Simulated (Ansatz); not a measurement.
# TlBi (Pm-3m): Grüneisen parameters, part 2 of 2

Does TlBi (Pm-3m) expand much on heating, by its phonons?

Ansatz 0.2.0; DFT PBEsol, scalar-relativistic, plane waves, PAW; PAW set soft_1.

So far, highest frequency on the path or at a solved wavevector (cm⁻¹): step 2 (phonons on a q mesh) 78.7; step 4 (phonons at the other volume, volume ratio 0.97) 85.1.

### 5. Relaxing at another volume, volume ratio 1.03

The volume is scaled by 1.03 and held; symmetry leaves nothing to relax, so this is a single point. The modes can then be followed against volume.

Contents of input.yaml:

```yaml
crystal:
  lattice:
    - [3.9260716123, 0.0, 0.0]
    - [0.0, 3.9260716123, 0.0]
    - [0.0, 0.0, 3.9260716123]
  atoms:
    - { symbol: Tl, position: [0.0, 0.0, 0.0] }
    - { symbol: Bi, position: [0.5, 0.5, 0.5] }
kpoints:
  mp_grid: { grid: [12, 12, 12] }
hamiltonian:
  xc: pbesol
  pseudopotentials: { kind: paw, azcp: { folder: soft_1 }, xc_functional: pbe }
scf:
  occupations: { method: methfessel_paxton, width: 0.2 }
output:
  forces: true
  stress: true
  eigenvalues: true
```

Launch:

```console
$ ansatz run input.yaml --threads 4 --pin off --max-ram 10240MiB --backend cpu --events-out ev --progress --plain --runs-dir out
```

Numbers of over 12 decimals in the logs are rounded to 6 here.

The log of the run:

```text
[...]
Crystal: 2 atoms, lattice volume = 60.517 Å³
Basis set: ecut = 420 eV, 1213 PW (Γ), exchange–correlation on 54×54×54 points (8 copies of the dense FFT grid, shifted against one another)
Bands: 18, of which v1, the nominal top of the filled ones, is band 14 counted from 1 (13 counted from 0)
Symmetry: 48 space group operations
[...]
k-points: 84 of 1728
[...]
k-point 0: bands = [... 10 lower, -0.4414, 6.2375, 10.2745, 10.2745, 10.2745, 15.6252, 15.6252, 18.7976, ... 4 higher]
  k-point 1: bands = [... 10 lower, -0.4415, 6.0358, 10.2590, 10.3583, 10.3583, 15.6668, 16.0154, 18.1756, ... 4 higher]
  k-point 2: bands = [... 10 lower, -0.4417, 5.4947, 10.2959, 10.6046, 10.6046, 15.7909, 16.5897, 17.4110, ... 4 higher]
  k-point 83: bands = [... 10 lower, 1.0061, 6.3907, 9.1530, 9.1530, 9.1530, 10.7254, 10.7254, 10.7254, ... 4 higher]
[key lines of the parts left out:]
SCF converged after 7 iterations
Free energy (F): -23542.004150 eV
Fermi energy:    10.764193 eV
P = ⅓ Tr σ = -1.2440 GPa (-12.440 kbar)
```

It took 2.5 s on 4 threads of Arm Neoverse V1, shared host; peak memory 0.39 GiB.

Numbers from this step:

```yaml
pressure: -1.244 GPa
volume_per_atom: 30.26 Å³
```

The run ends at a pressure of -1.24 GPa.

### 6. Phonons at the other volume, volume ratio 1.03

The phonons are repeated at this volume on the same k and q meshes.

input.yaml, as its differences from that of step 5:

```diff
@@ -16,4 +16,11 @@
 output:
-  forces: true
-  stress: true
   eigenvalues: true
+phonons:
+  method: dfpt
+  qmesh: [4, 4, 4]
+  temperatures: { t_max: 1000, t_step: 50 }
+  qpath:
+    path:
+      - [[0.0, 0.0, 0.0], [0.0, 0.5, 0.0], [0.5, 0.5, 0.0], [0.0, 0.0, 0.0], [0.5, 0.5, 0.5], [0.0, 0.5, 0.0]]
+      - [[0.5, 0.5, 0.5], [0.5, 0.5, 0.0]]
+    npoints: 10
```

The log of the run:

```text
[...]
Crystal: 2 atoms, lattice volume = 60.517 Å³
Basis set: ecut = 420 eV, 1213 PW (Γ), exchange–correlation on 54×54×54 points (8 copies of the dense FFT grid, shifted against one another)
Bands: 18, of which v1, the nominal top of the filled ones, is band 14 counted from 1 (13 counted from 0)
Symmetry: 48 space group operations
k-points: 84 of 1728
[...]
k-point 83: bands = [... 10 lower, 1.0061, 6.3907, 9.1529, 9.1529, 9.1529, 10.7254, 10.7254, 10.7254, ... 4 higher]
[...]
ASR residual: 3.833e-5 → 0.000e0 eV/Å²; symmetrization residual: 7.635e-5 eV/Å²
  ASR residual per site (eV/Å²): 3.46e-6 3.83e-5
  Γ frequencies (cm⁻¹): 0.00 0.00 0.00 62.35 62.35 62.35
--- Phonons (arbitrary-q DFPT): 10 irreducible q on the 4×4×4 mesh ---
[...]
interpolated dispersion: 62 rows × 6 modes
[...]
[key lines of the parts left out:]
SCF converged after 9 iterations
Free energy (F): -23542.004150 eV
Fermi energy:    10.764186 eV
```

Elapsed: 8 min, on 4 threads; peak memory 2.8 GiB.

Numbers from this step:

* sum-rule residual before enforcement: 3.83e-5 eV/Å²
* lowest frequency on the path: -27.66 cm⁻¹
* highest frequency on the path or at a solved wavevector: 72.82 cm⁻¹
* highest optical mode at the zone centre (no LO-TO term): 62.35 cm⁻¹
* lowest optical zone-centre mode: 62.35 cm⁻¹
* lowest mode on the q mesh (acoustic modes at Γ apart): -27.66 cm⁻¹

Frequencies (cm⁻¹) solved at each irreducible wavevector; negative means imaginary. Frequencies by wavevector, by row:

| q in reciprocal lattice units | star | mode 1 | mode 2 | mode 3 | mode 4 | mode 5 | mode 6 |
| --- | --- | --- | --- | --- | --- | --- | --- |
| 0 0 0 | 1 | 0 | 0 | 0 | 62.4 | 62.4 | 62.4 |
| 0 0 0.25 | 6 | 23.8 | 23.8 | 28.2 | 56.3 | 56.3 | 60.7 |
| 0 0 -0.5 | 3 | 30.8 | 45 | 45 | 46.8 | 46.8 | 57.8 |
| 0 0.25 0.25 | 12 | -20.5 | 17 | 28.7 | 51.2 | 56.3 | 63.5 |
| 0 0.25 -0.5 | 12 | -17.4 | 2 | 42.9 | 46.7 | 62.4 | 70.4 |
| 0 -0.5 -0.5 | 3 | -18.5 | -18.5 | 45.6 | 46.8 | 72.8 | 72.8 |
| 0.25 0.25 0.25 | 8 | -27.7 | 13.9 | 13.9 | 60.5 | 60.5 | 63.7 |
| 0.25 0.25 -0.5 | 12 | -16.9 | 12.6 | 33.5 | 52.7 | 62.5 | 67.4 |
| 0.25 -0.5 -0.5 | 6 | 14.4 | 20.3 | 20.3 | 50.7 | 69.1 | 69.1 |
| -0.5 -0.5 -0.5 | 1 | 40 | 40 | 40 | 58 | 58 | 58 |

The highest optical mode at the zone centre (no LO-TO term) is 62.4 cm⁻¹, -5.0 cm⁻¹ against the base run.

### 7. Grüneisen parameters

The Grüneisen parameter of a mode is minus the logarithmic change of its frequency with volume, −d ln ω / d ln V; weighted by heat capacity it gives the expansion.

Numbers from this step:

```
bulk modulus : 45.6 GPa
```

Phonon branches along the path, in cm⁻¹:

| point | branch 1 | branch 2 | branch 3 | branch 4 | branch 5 | branch 6 |
| --- | --- | --- | --- | --- | --- | --- |
| Γ | 0 | 0 | 0 | 67 | 67 | 67 |
| X | 38 | 48 | 48 | 50 | 50 | 62 |
| M | -18 | -18 | 47 | 50 | 79 | 79 |
| Γ | 0 | 0 | 0 | 67 | 67 | 67 |
| R | 46 | 46 | 46 | 62 | 62 | 62 |
| X | 38 | 48 | 48 | 50 | 50 | 62 |
| jump to R | 46 | 46 | 46 | 62 | 62 | 62 |
| M | -18 | -18 | 47 | 50 | 79 | 79 |

The same for volume x 0.97:

| point | branch 1 | branch 2 | branch 3 | branch 4 | branch 5 | branch 6 |
| --- | --- | --- | --- | --- | --- | --- |
| Γ | 0 | 0 | 0 | 73 | 73 | 73 |
| X | 46 | 50 | 50 | 54 | 54 | 67 |
| M | -17 | -17 | 48 | 52 | 85 | 85 |
| Γ | 0 | 0 | 0 | 73 | 73 | 73 |
| R | 52 | 52 | 52 | 66 | 66 | 66 |
| X | 46 | 50 | 50 | 54 | 54 | 67 |
| R | 52 | 52 | 52 | 66 | 66 | 66 |
| M | -17 | -17 | 48 | 52 | 85 | 85 |

The same for volume x 1.03:

| point | branch 1 | branch 2 | branch 3 | branch 4 | branch 5 | branch 6 |
| --- | --- | --- | --- | --- | --- | --- |
| Γ | 0 | 0 | 0 | 62 | 62 | 62 |
| X | 31 | 45 | 45 | 47 | 47 | 58 |
| M | -18 | -18 | 46 | 47 | 73 | 73 |
| Γ | 0 | 0 | 0 | 62 | 62 | 62 |
| R | 40 | 40 | 40 | 58 | 58 | 58 |
| X | 31 | 45 | 45 | 47 | 47 | 58 |
| R | 40 | 40 | 40 | 58 | 58 | 58 |
| M | -18 | -18 | 46 | 47 | 73 | 73 |

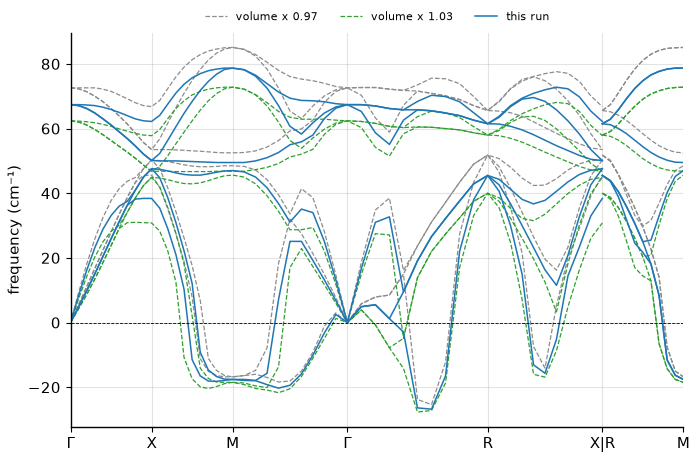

Phonon branches along the path; dashed: volume x 0.97 and volume x 1.03.

### 8. What came out

| Item | Value |
| --- | --- |
| bulk modulus | 45.6 GPa |

What this shows: No expansion is given, because modes are imaginary at one volume or more. The highest optical mode at Γ goes from 73 to 62 cm⁻¹ as the cell grows, a Grüneisen parameter of 2.53. Branches are matched by rank, so values near crossings are rough. With no gap, or one that is small against the smearing, the frequencies hang on the k mesh and the smearing, most of all near Kohn anomalies. Spin-orbit coupling is left out, which can matter for the heavy elements here. The PAW files were made for PBE and serve the other functionals too.

[Logs are printed without paths, hosts, clocks, repeated set-up lines and the standing remarks that a program may print on its own settings, such as how far it seeks lower states.]

[Hosts, paths, dates, database ids (printed as entryN), source tags and the programs' standing remarks are cut or masked in the printed files.]
